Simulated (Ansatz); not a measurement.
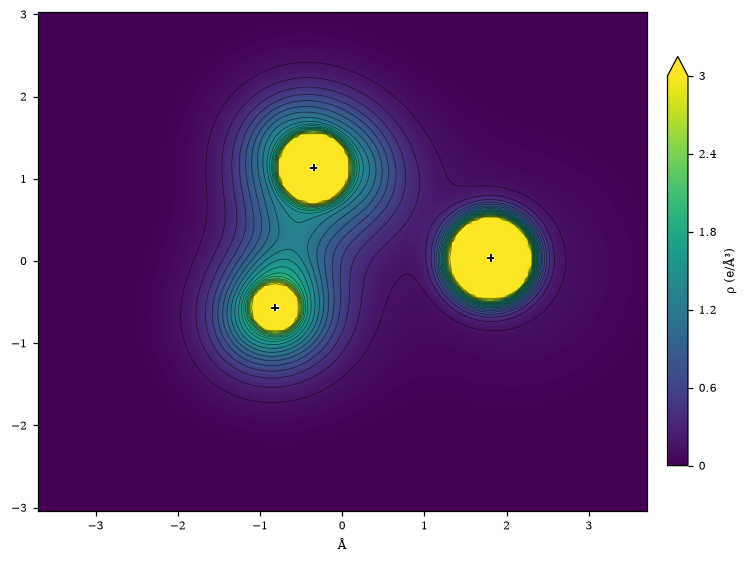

The electron density on a plane through atoms (crosses mark nuclei in the plane).

The calculation used isolated molecule in a Gaussian basis; Kohn-Sham density functional theory, functional PBE0 in Ansatz 0.2.0.

Candidates:
A. KNO (SMILES [N]1=[O+][K-]1) (triplet)
B. CH₂MgS (SMILES [CH2][S][Mg]) (triplet)
C. CH₄B (SMILES [BH]C) (doublet)

Which system is this?

Answer. Candidate B: CH₂MgS on the plane of atoms C1, S3 and Mg2, which holds C, Mg and S. C–S (1.77 Å): the density is about 1.3 e/Å³ at the midpoint. Mg–S (2.42 Å): ρ at the midpoint is about 0.38 e/Å³.
